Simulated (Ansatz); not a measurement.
The parent structure is CsPbCl$_{3}$ in the cubic perovskite structure (space group Pm-3m, No. 221; a = 5.7356 Å).

Perturbation: every lattice vector is stretched by 0.60 %, atoms relaxed at fixed cell.

Computed with plane-wave PAW DFT at the PBE level (Ansatz, a first-principles code, 420 eV), no SOC.

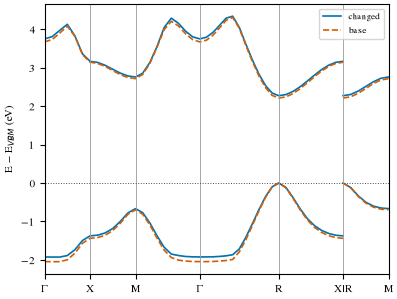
Figure: Highest valence and lowest conduction band along the path, each from its own valence-band maximum

Problem. Read the changed gap and its character from the plot.

Solution. About 2.3 eV, direct at R.

Spin-orbit coupling, missing from the scalar runs, can matter with Pb. The cells carry an imposed strain or load. Whether these cells are dynamically stable was not tested. Many cubic perovskites are stable only at high temperature; tilts and polar distortions were not tested. This is not the structure that CsPbCl3 has at room temperature and ambient pressure.
